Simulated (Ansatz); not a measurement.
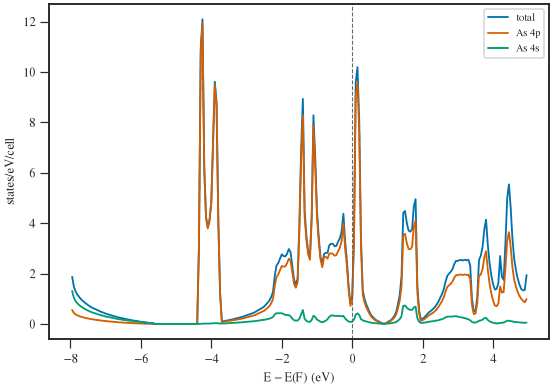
*Total and projected density of states of As in space group I4_132 (No. 214; As on 8a), plane-wave PAW PBE (Ansatz code)*

Q: Which orbitals carry the states next to the Fermi level?

A: Within 0.5 eV of the Fermi level: As 4p 92 %, As 4s 7 %. Projections are on Löwdin-orthogonalised atomic valence shells; empty p or d shells of many metals are not among them.

Q: Where is the tallest occupied peak in this window, and what makes it?

A: Near -4.2 eV, about 12 states/eV per cell; the largest projected share is As 4p.

The start of the workflow was typed in or built on a structure type; neither database checked (COD, Materials Project) lists it. It is not the phase usual at ambient conditions (space group No. 166). Symmetry was held in the PBE relaxation; its stability against distortions is not shown here. The volume moved by 59 % from the start of the relaxation. Spin–orbit coupling is left out wherever it is not named.

Potentials: the later of the program's two PAW sets.
